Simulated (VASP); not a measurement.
```
Rb
1.0
   -2.75477     2.75477     2.75477
    2.75477    -2.75477     2.75477
    2.75477     2.75477    -2.75477
Rb
1
Direct
  0.00000   0.00000   0.00000
```

All values below come from optB88-vdW, VASP's PBE PAW potentials (set 64) (plane waves; VASP). Settings: 520 eV cut-off, 11×11×11 Γ-centred mesh, tetrahedra with Blöchl corrections, potentials Rb_sv.

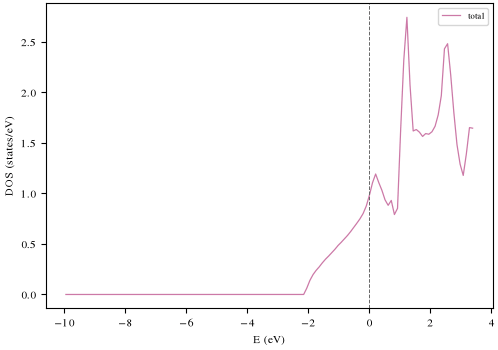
*Total and projected density of states, zero at the Fermi level*

Within 2 eV below the Fermi level the largest weight inside VASP's projection spheres is Rb s, then Rb p.

It has no gap at this level: it comes out as a metal or semimetal.

The compound is Rb in the bcc structure. It was relaxed first, which changed the volume by -7 %.
